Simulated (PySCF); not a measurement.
# C3H9BO3, SMILES `COB(OC)OC`: electronic structure

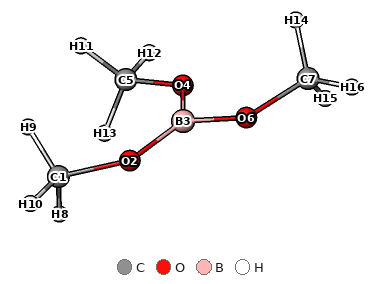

The molecule, with its atoms numbered as below. No frequency check shows the geometry to be a minimum.

Coordinates in Å:

```
C1      -2.2187   -0.9830   -0.0033
O2      -0.8299   -1.2030    0.0077
B3       0.1741   -0.2862    0.0003
O4       0.1354    1.0826   -0.0047
C5      -0.9834    1.9343    0.0022
O6       1.4098   -0.8596   -0.0032
C7       2.5842   -0.0785    0.0008
H8      -2.5475   -0.5670   -0.9603
H9      -2.5359   -0.3201    0.8057
H10     -2.6885   -1.9586    0.1350
H11     -1.5157    1.8804    0.9560
H12     -0.6039    2.9494   -0.1316
H13     -1.6758    1.7044   -0.8109
H14      2.6579    0.5059    0.9213
H15      2.5993    0.6096   -0.8477
H16      3.4242   -0.7697   -0.0660
```

### 1. Bonding charge

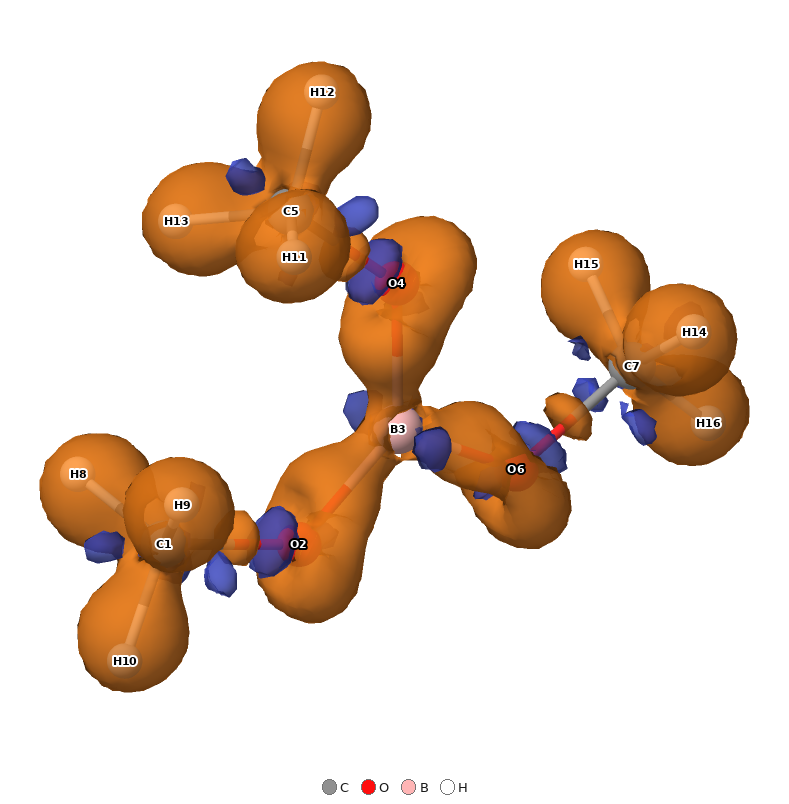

Deformation density (molecule less spherical, spin-averaged free atoms at the same positions), surfaces at ±0.14 e/Å³; orange: gain, blue: loss.

Method: PBE/6-311G**; geometry: GFN2-xTB; program: PySCF.

Question: Describe the bonding that the map shows.

Answer: The five largest and four smallest: C1–H10: +0.71 e/Å³ at the bond critical point (bond length 1.09 Å, Mayer order 1.0). C5–H12: +0.71 e/Å³ at the bond critical point (bond length 1.09 Å, Mayer order 1.0). C7–H16: +0.71 e/Å³ at the bond critical point (bond length 1.09 Å, Mayer order 1.0). C7–H15: +0.70 e/Å³ at the bond critical point (bond length 1.09 Å, Mayer order 1.0). C5–H13: +0.70 e/Å³ at the bond critical point (bond length 1.09 Å, Mayer order 1.0). B3–O4: +0.28 e/Å³ at the bond critical point (bond length 1.37 Å, Mayer order 1.2). O6–C7: +0.03 e/Å³ at the bond critical point (bond length 1.41 Å, Mayer order 0.9); up to 0.6 Å beside the axis the gain reaches +0.27 e/Å³. C1–O2: +0.03 e/Å³ at the bond critical point (bond length 1.41 Å, Mayer order 1.0); up to 0.6 Å beside the axis the gain reaches +0.26 e/Å³. O4–C5: +0.03 e/Å³ at the bond critical point (bond length 1.41 Å, Mayer order 1.0); up to 0.6 Å beside the axis the gain reaches +0.26 e/Å³. In all, 3.4 electrons gather in the regions of gain relative to the promolecule. A small or negative value marks a very polar bond, one between electron-rich atoms, whose free-atom densities already overlap strongly, a long bond to a heavier atom, or a closed-shell contact such as a hydrogen bond.

### 2. Bond critical points

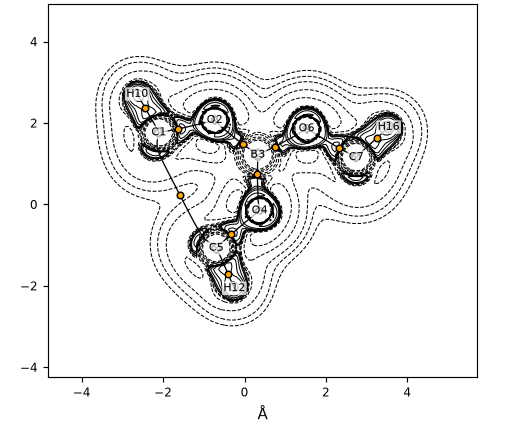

Negative Laplacian of the density (−∇²ρ) in a plane through 10 of the atoms (solid lines positive, dashed lines negative, contours at ±0.02 to ±8 a.u.), with bond paths and bond critical points (dots).

Question: At which bond critical points in this plane is charge locally concentrated, and at which depleted?

Answer: Concentrated (∇²ρ < 0): C7–H16 (−0.95 a.u.); C1–H10 (−0.95 a.u.); C5–H12 (−0.95 a.u.); C1–O2 (−0.38 a.u.); O4–C5 (−0.37 a.u.); O6–C7 (−0.39 a.u.). Depleted (∇²ρ > 0): B3–O6 (+0.83 a.u., H = −0.173); O2–B3 (+0.86 a.u., H = −0.166); B3–O4 (+0.84 a.u., H = −0.158); C1–C5 (+0.03 a.u., H = +0.002). A positive Laplacian with clearly negative H marks a strongly polar covalent bond, whose critical point lies close to the core of the less electronegative atom.

Question: Where along B3–O6 does the critical point lie?

Answer: 0.46 Å from B3 and 0.91 Å from O6.

### 3. Local ionisation energy

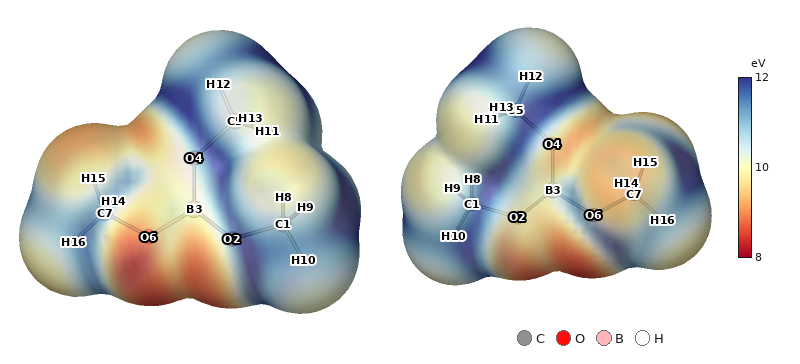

Average local ionisation energy on the surface of electron density 0.001 a.u. (back view left, front view right).

Question: Locate the minima of the map.

Answer: The lowest value is 8.4 eV, 1.8 Å from O6, and at like points elsewhere. Further minima include 8.6 eV, 1.8 Å from O2; 9.1 eV, near O4 (1.83 Å) and H14 (1.99 Å), and at like points elsewhere; 9.2 eV, 1.4 Å from H14. For comparison, the highest occupied orbital lies at −6.1 eV.

### 4. Excited states

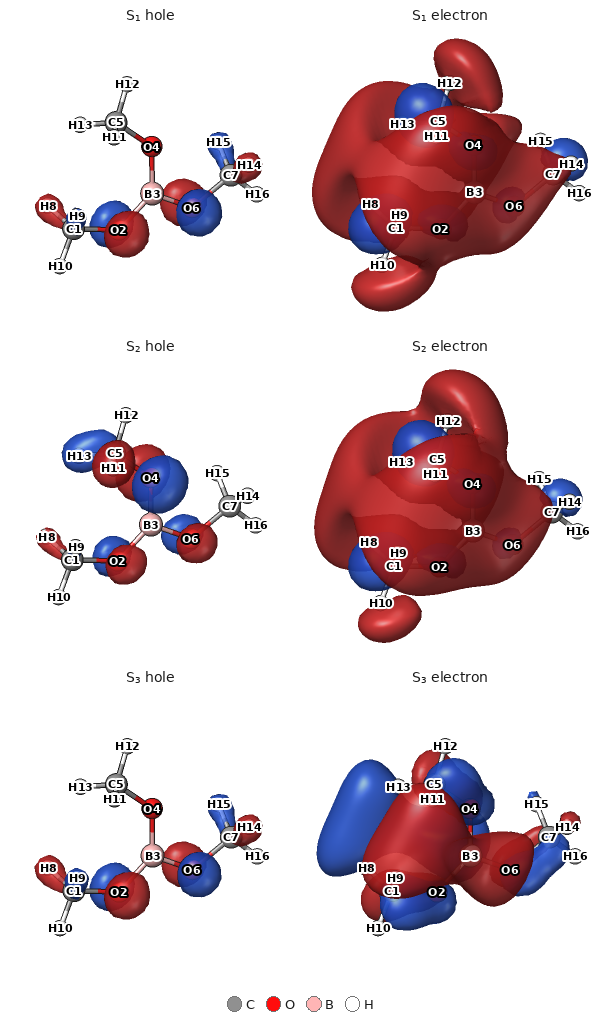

Leading natural transition orbitals (TDA singlet states).

Computed with PySCF, PBE0/def2-SVP, geometry: GFN2-xTB. Without diffuse functions Rydberg states are missing, so the states' numbers hold for this basis only.

Question: Describe these excited states.

Answer: By state:
- S₁: 7.96 eV (156 nm), f = 0.002 (very weak), charge transfer, whose energy this functional puts too low; the leading pair carries 99 %; hole on O6 (35 %), O2 (32 %) and C7 (7 %), electron on B3 (15 %), C1 and C5 (11 % each) and H8, H9 and H11 (9 % each); their centroids lie 1.9 Å apart.
- S₂: 8.23 eV (151 nm), f = 0.001 (very weak); the leading pair carries 97 %; hole on O4 (41 %), O6 (12 %) and O2 (11 %), electron on B3 (13 %), C5 (13 %) and H11 (12 %); their centroids lie 1.1 Å apart.
- S₃: 8.42 eV (147 nm), f = 0.213 (bright); the leading pair carries 95 %; hole on O2 (34 %), O6 (29 %) and C1 and C7 (7 % each), electron on B3 (26 %), H8 (8 %) and C1 and C5 (8 % each); their centroids lie 1.3 Å apart; S₄ lies within 0.1 eV of it.

### 5. In an electric field

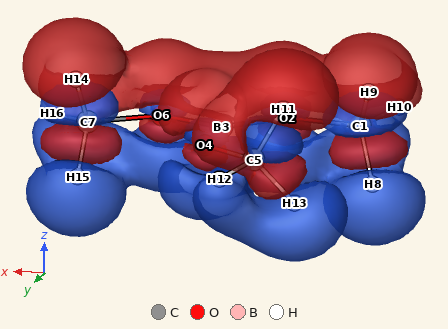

Change of the electron density in a uniform field of 0.26 V/Å, surfaces at ±0.001 e/Å³ (red: gain, blue: loss).

Computed with PySCF, PBE0/6-31+G*, geometry: GFN2-xTB. The basis has diffuse s and p functions alone, which still leaves polarisabilities too small, most of all across bonds.

Question: Along which Cartesian direction does the field point?

Answer: Along −z: electrons gather on the +z side, against the field.

Question: How large is the response?

Answer: The induced dipole is 0.59 D (along the field); α along this axis, from the fields in both directions, is 46 bohr³ (6.9 Å³).

Question: Which atoms gain and lose the most charge?

Answer: Electrons gather most on H14 (Hirshfeld charge changes by −0.008 e) and leave H8 most (+0.008 e); 0.070 electrons are displaced in all.

### 6. Removing or adding an electron

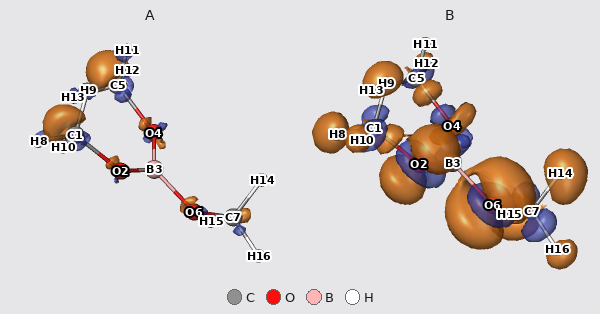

The two Fukui functions at ±0.03 e/Å³ (orange positive, blue negative).

Computed with PySCF, B3LYP/cc-pVDZ, geometry: GFN2-xTB.

Question: Which panel is f⁻ (electron removed) and which f⁺ (electron added)?

Answer: A is f⁺, B is f⁻. f⁻ (Hirshfeld-condensed) is largest on O6 (0.22) and O2 (0.15); the vertical ionisation energy is 9.59 eV (the stability of the cation's solution wasn't checked). f⁺ (Hirshfeld-condensed) is largest on H11 (0.11), H8 (0.10) and H12 (0.09); the vertical electron affinity is −2.98 eV (the stability of the anion's solution wasn't checked; negative, but this basis has no diffuse functions, so it doesn't show that the anion is unbound).

Question: What chemical potential and hardness follow from the two energies?

Answer: μ = −(I + A)/2 = −3.31 eV and η = I − A = 12.57 eV.

### 7. Localised orbitals

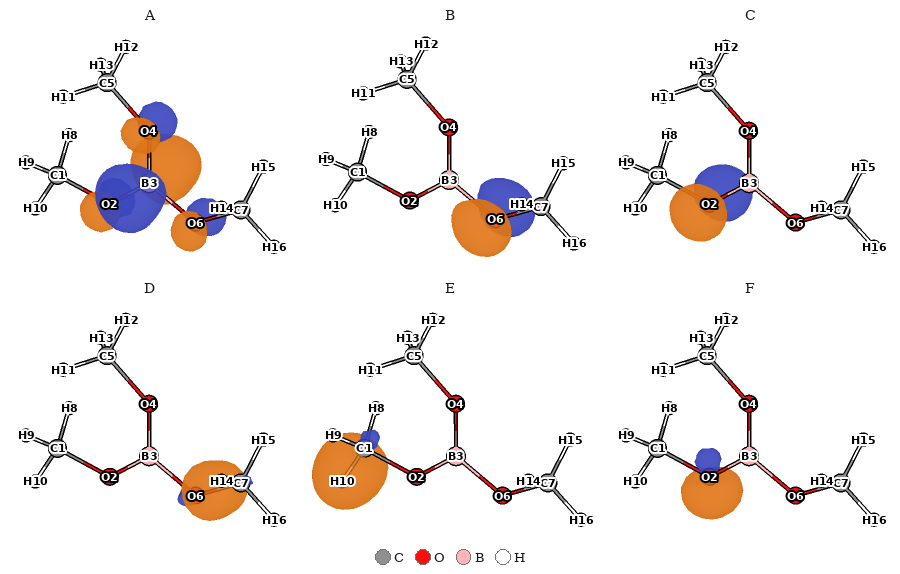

Intrinsic bond orbitals (IBO), occupied and valence-virtual; each surface holds about 70 % of the orbital's density. Energies are diagonal elements of the Fock matrix.

Level of theory: CAM-B3LYP/6-311+G** (PySCF), at a geometry from GFN2-xTB.

Question: What does each orbital represent in a Lewis picture?

Answer: By panel:
- A: empty orbital mainly on B3 (B3 73 %, O6 9 %, O2 9 %; 4.6 eV)
- B: lone pair on O6 (p-type) (O6 89 %, B3 9 %; −11.0 eV)
- C: lone pair on O2 (p-type) (O2 89 %, B3 9 %; −11.4 eV)
- D: σ bond O6–C7 (O6 64 %, C7 36 %; −21.0 eV)
- E: σ bond C1–H10 (C1 58 %, H10 41 %; −15.5 eV)
- F: lone pair on O2 (sp3-type) (O2 96 %; −13.6 eV)

Question: How do all the valence pairs divide up?

Answer: 21 pairs: 15 σ bonds and 6 lone pairs.

The PySCF runs shown took 22 s, 110 s, 24 s, 67 s and 18 s on 1 thread of AMD EPYC 9R14 (Zen 4), with other jobs on the host.
